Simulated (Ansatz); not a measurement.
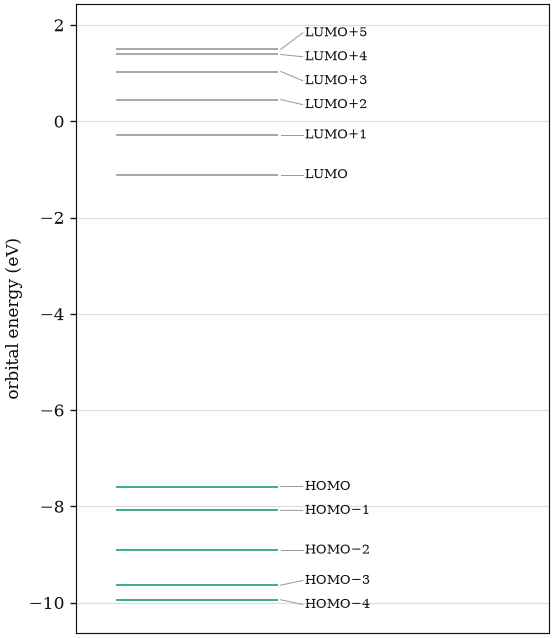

Kohn-Sham orbital energies near the frontier, B3LYP/def2-TZVPP with the Ansatz code, at a PBE0-D4/def2-TZVP geometry (no frequency check), isolated molecule; empty levels in grey, levels within 0.03 eV side by side.

### Which molecule has this level scheme?
A. CH₆BNTe, SMILES CB(N)[TeH]
B. CH₆NOSb, SMILES C[O][SbH][NH2], singlet
C. CH₇BGeS, SMILES CB[S][GeH3], singlet
D. CH₅ClOSSi, SMILES OC[Si@H](S)Cl

C. HOMO −7.59 eV, LUMO −1.11 eV, separation 6.48 eV.

Note: no scalar relativity up to krypton; one conformer of a flexible molecule; empty levels above zero depend strongly on the basis.
